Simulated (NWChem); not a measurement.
# C2H4ClSi (SMILES C=C[SiH]Cl): UB3LYP/6-31G(d) (spherical functions)

Aim: the vertical doublet–quartet gap of C2H4ClSi at UB3LYP/6-31G* (spherical functions), from 2 runs. 

The calculation is run with NWChem 7.3.0.

2 further runs of the same task are left out: 2 set aside as unsound or not needed. Runs told in other sessions of the task aren't counted.

**1. The system as given**

C2H4ClSi: 8 atoms, total charge 0, spin state doublet. SMILES: `C=C[SiH]Cl`. The shape is that of a PBE0-D4/def2-TZVP optimisation.

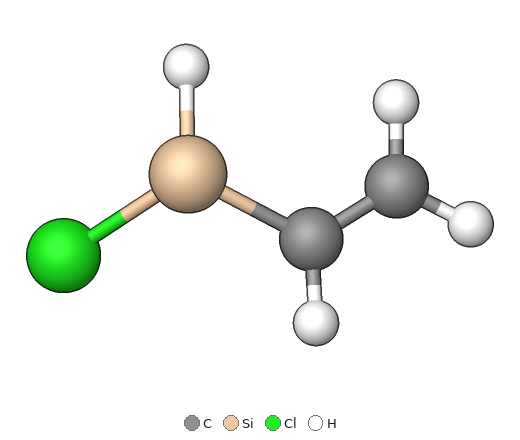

The structure, seen from a chosen angle (carbon grey, silicon light orange, chlorine green, hydrogen white).

**2. Energy and gradient at UB3LYP/6-31G(d) (spherical functions)**

run.py reads:

```python
from ase import Atoms
from ase.calculators.nwchem import NWChem

system = Atoms('CCSiClHHHH', positions=[
    [0.647000, 1.027000, -0.659700],
    [0.628500, -0.066700, 0.105400],
    [-0.903600, -0.642600, 0.947100],
    [-1.031600, -2.697900, 0.941300],
    [-0.256900, 1.588200, -0.880600],
    [1.563900, 1.404900, -1.102500],
    [1.561300, -0.591000, 0.301600],
    [-2.116300, -0.079100, 0.291500],
])

calc = NWChem(
    label='c2h4clsi',
    theory='dft',
    memory='2200 mb',
    basis='6-31G*',
    basispar='spherical bse',
    dft={'xc': 'b3lyp', 'mult': '2', 'grid': 'xfine', 'convergence': 'energy 1e-08', 'iterations': '100', 'mulliken': None},
)
system.calc = calc

forces = system.get_forces()
print("Total energy (eV):", round(system.get_potential_energy(), 6))
print("forces (eV/A):")
for s, f in zip(system.symbols, forces):
    print(f"{s:2s} {f[0]:10.5f} {f[1]:10.5f} {f[2]:10.5f}")
```

Launch:

```bash
$ export ASE_NWCHEM_COMMAND="nwchem PREFIX.nwi > PREFIX.nwo"
$ python run.py
```

Output:

```text
Total energy (eV): -22538.656119
forces (eV/A):
C     0.02052    0.36762   -0.25973
C     0.10629   -0.33579    0.17129
Si   -0.13277    0.40227    0.21849
Cl   -0.06227   -0.56240   -0.00370
H    -0.04062    0.07770   -0.04325
H     0.06412    0.06536   -0.06027
H     0.08485   -0.03024    0.02201
H    -0.04006    0.01543   -0.04489
```

The calculator wrote c2h4clsi.nwi:

```
title "c2h4clsi"

permanent_dir c2h4clsi

scratch_dir c2h4clsi

start c2h4clsi

geometry units angstrom nocenter noautosym noautoz
  C  6.4700000000000002e-01 1.0269999999999999e+00 -6.5969999999999995e-01
  C  6.2849999999999995e-01 -6.6699999999999995e-02 1.0539999999999999e-01
  Si -9.0359999999999996e-01 -6.4259999999999995e-01 9.4710000000000005e-01
  Cl -1.0316000000000001e+00 -2.6979000000000002e+00 9.4130000000000003e-01
  H  -2.5690000000000002e-01 1.5882000000000001e+00 -8.8060000000000005e-01
  H  1.5639000000000001e+00 1.4049000000000000e+00 -1.1025000000000000e+00
  H  1.5612999999999999e+00 -5.9099999999999997e-01 3.0159999999999998e-01
  H  -2.1162999999999998e+00 -7.9100000000000004e-02 2.9149999999999998e-01
end

memory 2200 mb

basis spherical bse noprint
   * library 6-31G*
end

dft
  xc b3lyp
  mult 2
  grid xfine
  convergence energy 1e-08
  iterations 100
  mulliken
end

task dft gradient
```

c2h4clsi.nwo:

```text
Northwest Computational Chemistry Package (NWChem) 7.3.0
             --------------------------------------------------------

           Job information
           ---------------

    nwchem branch   = 7.3.0
    use scalapack   = T
    input           = c2h4clsi.nwi
    prefix          = c2h4clsi.
    data base       = c2h4clsi/c2h4clsi.db
    status          = startup
    nproc           =        1

           Memory information
           ------------------

    heap     =     72089598 doubles =      550.0 Mbytes
    stack    =     72089595 doubles =      550.0 Mbytes
    global   =    144179200 doubles =     1100.0 Mbytes (distinct from heap & stack)
    total    =    288358393 doubles =     2200.0 Mbytes
    verify   = yes
    hardfail = no

           Directory information
           ---------------------

  0 permanent = c2h4clsi
  0 scratch   = c2h4clsi

                                NWChem Input Module
                                -------------------

                                     c2h4clsi
                                     --------

 Scaling coordinates for geometry "geometry" by  1.889725989
 (inverse scale =  0.529177249)

                             Geometry "geometry" -> ""
                             -------------------------

[... 86 lines left out ...]
  convergence criterion.
[... 17 lines left out ...]
          Convergence on energy requested:  1.00D-08
[... 1 line left out ...]
          Convergence on gradient requested:  5.00D-04
[... 25 lines left out ...]
          Convergence Information
[... 2 lines left out ...]
          total energy or number of iterations.
[... 27 lines left out ...]
 1-e energy   =   -1502.185713
[... 39 lines left out ...]
   convergence    iter        energy       DeltaE   RMS-Dens  Diis-err    time
[... 14 lines left out ...]
      One electron energy =    -1505.131305578642
[... 1 line left out ...]
    Exchange-Corr. energy =      -61.569255363450
[... 6 lines left out ...]
                    DFT Final Alpha Molecular Orbital Analysis
[... 1138 lines left out ...]
          Convergence on energy requested:  1.00D-08
[... 1 line left out ...]
          Convergence on gradient requested:  5.00D-04
[... 25 lines left out ...]
          Convergence Information
[... 2 lines left out ...]
          total energy or number of iterations.
[... 6 lines left out ...]
                  --------------- ------------------- ---------------
          dE  on:    start            ASAP                start
          dE off:    2 iters        100 iters           100 iters

      Screening Tolerance Information
      -------------------------------
          Density screening/tol_rho:  1.00D-11
          AO Gaussian exp screening on grid/accAOfunc:  18
          CD Gaussian exp screening on grid/accCDfunc:  20
          XC Gaussian exp screening on grid/accXCfunc:  20
          Schwarz screening/accCoul:  1.00D-09

                            NWChem DFT Gradient Module
                            --------------------------

                                     c2h4clsi

  charge          =   0.00
  wavefunction    = open shell

                         DFT ENERGY GRADIENTS

    atom               coordinates                        gradient
                 x          y          z           x          y          z
   1 C       1.222653   1.940749  -1.246652   -0.000399  -0.007149   0.005051
   2 C       1.187693  -0.126045   0.199177   -0.002067   0.006530  -0.003331
   3 Si     -1.707556  -1.214338   1.789759    0.002582  -0.007823  -0.004249
[... 4 lines of this table left out ...]
   8 H      -3.999227  -0.149477   0.550855    0.000779  -0.000300   0.000873

                 ----------------------------------------
                 |  Time  |  1-e(secs)   |  2-e(secs)   |
                 ----------------------------------------
                 |  CPU   |       0.01   |       4.94   |
                 ----------------------------------------
                 |  WALL  |       0.01   |       4.94   |
                 ----------------------------------------

 Task  times  cpu:       76.3s     wall:       76.3s
 Total times  cpu:       76.3s     wall:       76.3s
```

It took 78 s on 1 thread of Intel Xeon Platinum 8375C at 2.90GHz (Ice Lake), shared host; peak memory 0.14 GiB.

**3. The quartet: a single-point energy at UB3LYP/6-31G(d) (spherical functions)**

run.py reads:

```python
from ase import Atoms
from ase.calculators.nwchem import NWChem

system = Atoms(['C', 'C', 'Si', 'Cl', 'H', 'H', 'H', 'H'], positions=[
    [0.647000, 1.027000, -0.659700],
    [0.628500, -0.066700, 0.105400],
    [-0.903600, -0.642600, 0.947100],
    [-1.031600, -2.697900, 0.941300],
    [-0.256900, 1.588200, -0.880600],
    [1.563900, 1.404900, -1.102500],
    [1.561300, -0.591000, 0.301600],
    [-2.116300, -0.079100, 0.291500],
])

calc = NWChem(
    label='c2h4clsi',
    theory='dft',
    memory='2200 mb',
    basis='6-31G*',
    basispar='spherical bse',
    dft={'xc': 'b3lyp', 'mult': '4', 'grid': 'xfine', 'convergence': 'energy 1e-08', 'iterations': '100', 'mulliken': None},
    task='energy',
)
system.calc = calc

print("Total energy (eV):", round(system.get_potential_energy(), 6))
```

Launch:

```bash
$ export ASE_NWCHEM_COMMAND="nwchem PREFIX.nwi > PREFIX.nwo"
$ python run.py
```

Output:

```text
Total energy (eV): -22534.048755
```

The calculator wrote c2h4clsi.nwi:

```
title "c2h4clsi"

permanent_dir c2h4clsi

scratch_dir c2h4clsi

start c2h4clsi

geometry units angstrom nocenter noautosym noautoz
  C  6.4700000000000002e-01 1.0269999999999999e+00 -6.5969999999999995e-01
  C  6.2849999999999995e-01 -6.6699999999999995e-02 1.0539999999999999e-01
  Si -9.0359999999999996e-01 -6.4259999999999995e-01 9.4710000000000005e-01
  Cl -1.0316000000000001e+00 -2.6979000000000002e+00 9.4130000000000003e-01
  H  -2.5690000000000002e-01 1.5882000000000001e+00 -8.8060000000000005e-01
  H  1.5639000000000001e+00 1.4049000000000000e+00 -1.1025000000000000e+00
  H  1.5612999999999999e+00 -5.9099999999999997e-01 3.0159999999999998e-01
  H  -2.1162999999999998e+00 -7.9100000000000004e-02 2.9149999999999998e-01
end

memory 2200 mb

basis spherical bse noprint
   * library 6-31G*
end

dft
  xc b3lyp
  mult 4
  grid xfine
  convergence energy 1e-08
  iterations 100
  mulliken
end

task dft energy
```

c2h4clsi.nwo:

```text
Northwest Computational Chemistry Package (NWChem) 7.3.0
             --------------------------------------------------------

           Job information
           ---------------

    nwchem branch   = 7.3.0
    use scalapack   = T
    input           = c2h4clsi.nwi
    prefix          = c2h4clsi.
    data base       = c2h4clsi/c2h4clsi.db
    status          = startup
    nproc           =        1

           Memory information
           ------------------

    heap     =     72089594 doubles =      550.0 Mbytes
    stack    =     72089599 doubles =      550.0 Mbytes
    global   =    144179200 doubles =     1100.0 Mbytes (distinct from heap & stack)
    total    =    288358393 doubles =     2200.0 Mbytes
    verify   = yes
    hardfail = no

           Directory information
           ---------------------

  0 permanent = c2h4clsi
  0 scratch   = c2h4clsi

                                NWChem Input Module
                                -------------------

                                     c2h4clsi
                                     --------

 Scaling coordinates for geometry "geometry" by  1.889725989
 (inverse scale =  0.529177249)

                             Geometry "geometry" -> ""
                             -------------------------

[... 20 lines left out ...]
            Nuclear Dipole moment (a.u.)
[... 67 lines left out ...]
  convergence criterion.
[... 16 lines left out ...]
          Convergence on density requested:  1.00D-05
[... 24 lines left out ...]
          Spatial weights used:  Erf1
[... 3 lines left out ...]
          Convergence aids based upon iterative change in
[... 82 lines left out ...]
         Total DFT energy =     -828.111024363542
[... 1 line left out ...]
           Coulomb energy =      555.530534409910
[... 1 line left out ...]
 Nuclear repulsion energy =      182.848474775898
[... 513 lines left out ...]
                     DFT Final Beta Molecular Orbital Analysis
[... 573 lines left out ...]
   alpha     41     42     43     44     45     46     47     48     49     50
    beta     43     41     42     44     45     46     47     48     49     50
 overlap   0.782  0.964  0.804  0.811  0.854  0.924  0.933  0.942  0.994  0.995

   alpha     51     52     53     54     55     56     57     58     59     60
    beta     51     52     53     54     55     56     57     58     59     60
 overlap   0.971  0.969  0.844  0.840  0.984  0.958  0.965  0.988  0.784  0.783

   alpha     61     62     63     64     65     66     67     68     69     70
    beta     61     62     63     64     65     66     67     68     69     70
 overlap   0.997  0.997  0.999  1.000  0.997  0.965  0.973  0.986  0.997  1.000

   alpha     71     72
    beta     71     72
 overlap   0.999  0.997

     --------------------------
     Expectation value of S2:
     --------------------------
      <S2> =      3.7567 (Exact =     3.7500)

 center of mass
 --------------
 x =  -0.94073768 y =  -2.04506691 z =   1.06683529

 moments of inertia (a.u.)
 ------------------
         756.185043078638        -260.931004602696         136.823916982733
        -260.931004602696         326.393626682476         220.108873500189
         136.823916982733         220.108873500189         835.293354103841

     Multipole analysis of the density
     ---------------------------------

     L   x y z        total         alpha         beta         nuclear
     -   - - -        -----         -----         ----         -------
     0   0 0 0     -0.000000    -25.000000    -22.000000     47.000000

     1   1 0 0      0.476757     20.673651     20.966252    -41.163145
[... 8 lines of this table left out ...]
     2   0 0 2    -30.145872    -80.863099    -65.219274    115.936501

 Task  times  cpu:       53.5s     wall:       53.5s
 Total times  cpu:       53.5s     wall:       53.5s
```

Run time: 55 s. Hardware: 1 thread of Intel Xeon Platinum 8375C at 2.90GHz (Ice Lake), shared host; peak memory 0.14 GiB.

**4. Results**

At UB3LYP/6-31G* (spherical functions):

| quantity | value |
| --- | --- |
| doublet: total energy | -828.28034 Eh |
| doublet: dipole moment | 2.31 D |
| doublet: HOMO energy (highest over α and β) | -5.64 eV |
| doublet: LUMO energy (lowest over α and β) | -2.84 eV |
| doublet: ⟨S²⟩ | 0.755 |
| doublet: largest force on an atom | 0.566 eV/Å |
| quartet: total energy | -828.11102 Eh |
| quartet: dipole moment | 2.41 D |
| quartet: HOMO energy (highest over α and β) | -3.42 eV |
| quartet: ⟨S²⟩ | 3.757 |
| vertical energy of the quartet above the doublet | 4.607 eV |

**Reading.** At this shape the quartet lies 4.61 eV (106 kcal/mol) above the doublet. The largest force (doublet) is 0.57 eV/Å: the shape isn't a stationary point for this species at this level.
